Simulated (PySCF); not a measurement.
## A study: Ga(NH3)F3 (F3GaH3N)

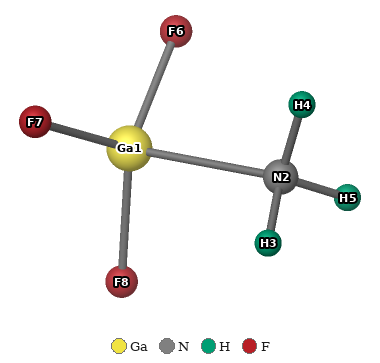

The molecule, with its atoms numbered as below. No frequency check shows the geometry to be a minimum.

Cartesian coordinates (Å):

```
Ga1     -0.2237   -0.0053   -0.0001
N2       1.8831    0.0451   -0.0031
H3       2.2475   -0.5695    0.7241
H4       2.2149    0.9932    0.1729
H5       2.2406   -0.2667   -0.9059
F6      -0.5142    1.1501   -1.2597
F7      -0.4907    0.5009    1.6365
F8      -0.4339   -1.6852   -0.3732
```

## 1. Bonding charge

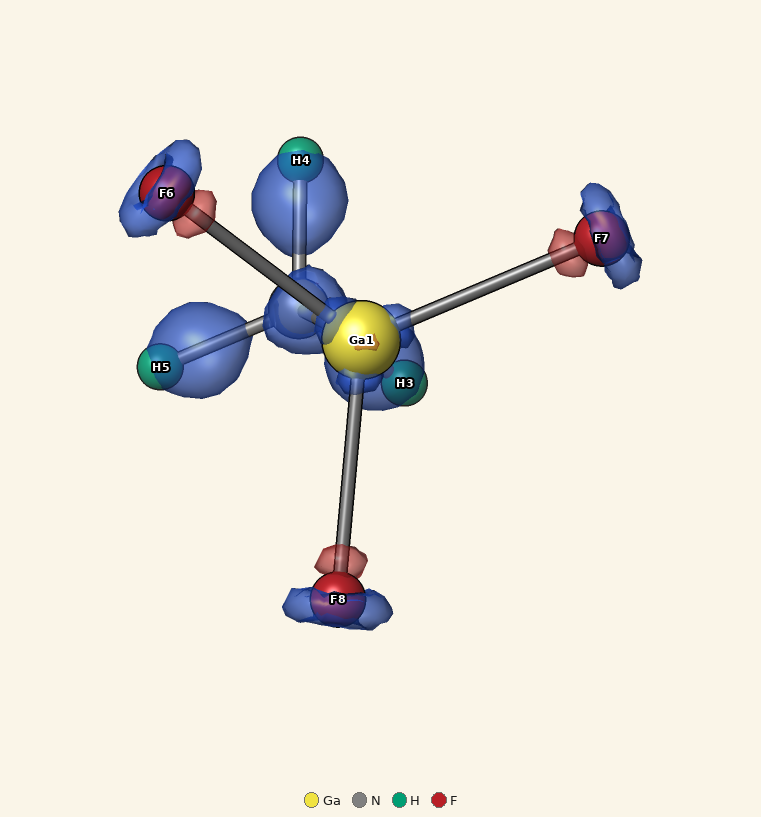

Deformation density (molecule less spherical, spin-averaged free atoms at the same positions), surfaces at ±0.3 e/Å³; blue: gain, red: loss.

Level of theory: BLYP/def2-SVP (PySCF), at a geometry from GFN2-xTB.

**Describe the bonding that the map shows.**

N2–H3, N2–H4 and N2–H5: +0.73 e/Å³ at the bond critical point (bond length 1.02 Å, Mayer order 1.0). Ga1–N2: +0.01 e/Å³ at the bond critical point (bond length 2.11 Å, Mayer order 0.5). Ga1–F8, Ga1–F6 and Ga1–F7: −0.02 e/Å³ at the bond critical point (bond length 1.73 Å, Mayer order 1.0); up to 0.6 Å beside the axis the gain reaches +0.10 e/Å³. In all, 1.7 electrons gather in the regions of gain relative to the promolecule. A small or negative value marks a very polar bond, one between electron-rich atoms, whose free-atom densities already overlap strongly, a long bond to a heavier atom, or a closed-shell contact such as a hydrogen bond.

## 2. Bond critical points

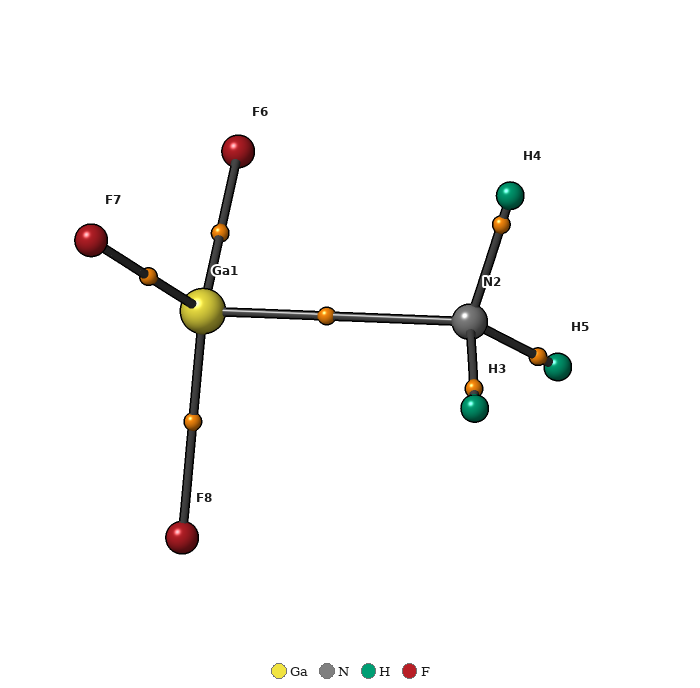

Molecular graph of the electron density (QTAIM): bond paths, bond critical points (orange), ring points (yellow, if any); weak paths are dashed.

**How many critical points of each kind are there, and does the count close?**

8 nuclei, 7 bond, 0 ring and 0 cage critical points: 8 − 7 + 0 − 0 = 1, as the Poincaré–Hopf relation requires.

**What does the calculation give at each kind of bond critical point?**

| bond | length (Å) | ρ (a.u.) | ∇²ρ (a.u.) | ε | H (a.u.) |
| --- | --- | --- | --- | --- | --- |
| N2–H3 (3 alike) | 1.019 | 0.327 | −1.55 | 0.02 | −0.431 |
| Ga1–F8 (3 alike) | 1.734 | 0.129 | +1.01 | 0.00 | −0.002 |
| Ga1–N2 | 2.107 | 0.071 | +0.23 | 0.00 | −0.016 |

**What kind of interaction is Ga1–N2?**

Polar or intermediate (positive Laplacian, negative energy density H): ρ = 0.071, ∇²ρ = +0.23, H = −0.016 a.u.

## 3. Electrostatic potential

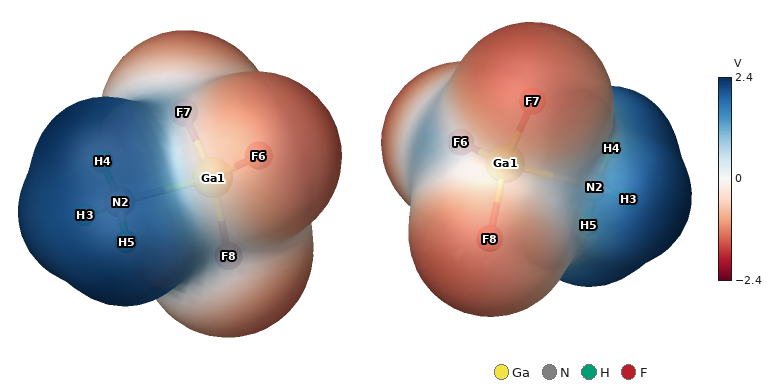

Electrostatic potential on the surface of electron density 0.001 a.u. (back view left, front view right).

**Where are the extremes of the potential on the surface?**

Highest: 2.38 V, 1.3 Å from H3, and at like points elsewhere. Further maxima include 1.03 V, 1.9 Å from Ga1. Lowest: −1.44 V, 1.6 Å from F8, and at like points elsewhere. Further minima include 2.01 V, near H5 (1.72 Å), H3 (1.74 Å), N2 (1.85 Å) and H4 (1.88 Å). The surface is sampled at points, so like sites can differ by a few per cent and only the strongest of them is named.

**What volume does the surface enclose, and what is the dipole moment?**

About 90 Å³; the dipole moment is 6.0 D.

## 4. Removing or adding an electron

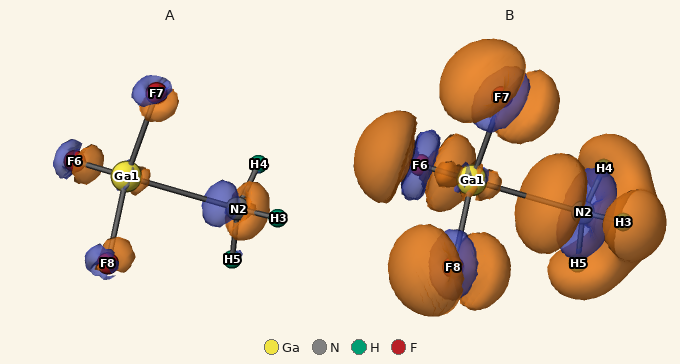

The two Fukui functions at ±0.02 e/Å³ (orange positive, blue negative).

Computed with PySCF, CAM-B3LYP/aug-cc-pVDZ, geometry: GFN2-xTB.

**Which panel is f⁻ (electron removed) and which f⁺ (electron added)?**

A is f⁺, B is f⁻. f⁻ (Hirshfeld-condensed) is largest on N2 (0.17), F6, F7 and F8 (0.17 each) and Ga1 (0.13); the vertical ionisation energy is 13.10 eV (the stability of the cation's solution wasn't checked). f⁺ (Hirshfeld-condensed) is largest on Ga1 (0.27) and H3, H4 and H5 (0.18 each); the vertical electron affinity is 0.19 eV (the stability of the anion's solution wasn't checked; the anion's highest orbital has positive energy, so this value and f⁺ depend on the basis).

**What chemical potential and hardness follow from the two energies?**

μ = −(I + A)/2 = −6.65 eV and η = I − A = 12.91 eV.
